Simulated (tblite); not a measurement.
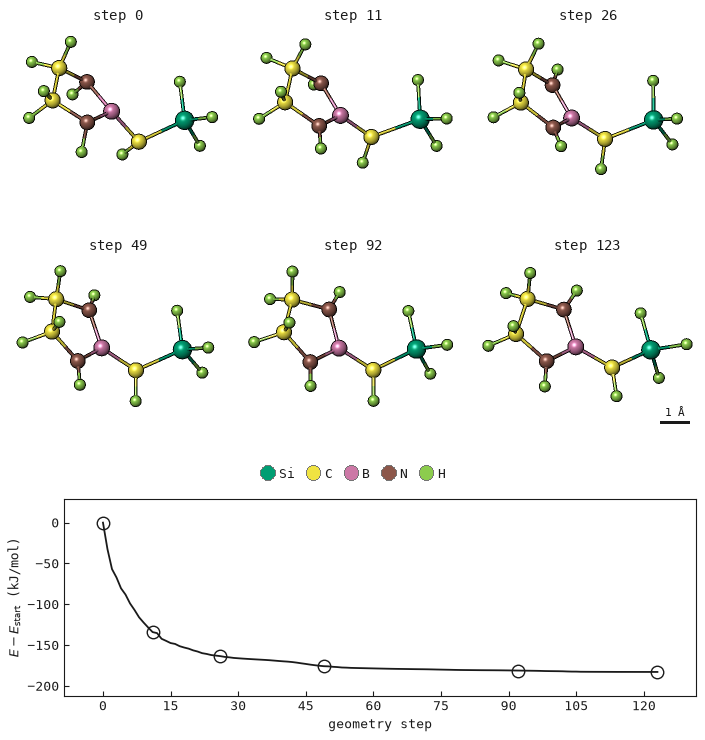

Frames of a relaxation of C$_{3}$H$_{10}$BN$_{2}$Si (multiplicity 2), marked on the history of the run. A ball-and-stick model, seen at a tilt.

Level of theory: GFN2-xTB geometry optimisation, gas phase (tblite). 

### Describe the path.

Over 123 geometry steps the energy falls by 182.8 kJ/mol. An H atom moves most after the best rigid fit: 1.76 Å. By element the largest moves are H 1.76 Å, N 0.63 Å, Si 0.32 Å, C 0.31 Å, B 0.29 Å. Near-neighbour distances that change, for instance: B–N 1.541 → 1.415 Å, B–C 1.586 → 1.521 Å, H–N 1.056 → 1.004 Å, C–C 1.504 → 1.545 Å. Among the angles between lasting bonds that change: B–N–H 106.7° → 129.9°, B–N–H 112.0° → 129.4°, Si–C–B 112.7° → 128.0°. Cost: 0.83 s on 1 thread of Arm Neoverse V1 (shared host). From step 0 to 11: an H atom moves most (0.53 Å), energy −134.0 kJ/mol. From step 11 to 26: an H atom moves most (0.61 Å), energy −29.4 kJ/mol. From step 26 to 49: an H atom moves most (0.60 Å), energy −12.3 kJ/mol. From step 49 to 92: an H atom moves most (0.50 Å), energy −5.32 kJ/mol. From step 92 to 123: an H atom moves most (0.54 Å), energy −1.71 kJ/mol.

```
step  E − E(0), kJ/mol
   0              0.00
   1            -32.57
   2            -56.90
   3            -67.20
   4            -80.42
   5            -88.09
   6            -98.90
   7           -106.97
   8           -115.85
   9           -122.25
  10           -128.21
  16           -148.52
  22           -159.81
  28           -164.91
  34           -167.47
  40           -169.80
  46           -173.85
  52           -176.84
  58           -178.21
  64           -178.95
  69           -179.37
  75           -179.94
  81           -180.50
  87           -180.75
  93           -181.17
  99           -181.77
 105           -182.39
 111           -182.69
 117           -182.78
 123           -182.80
```
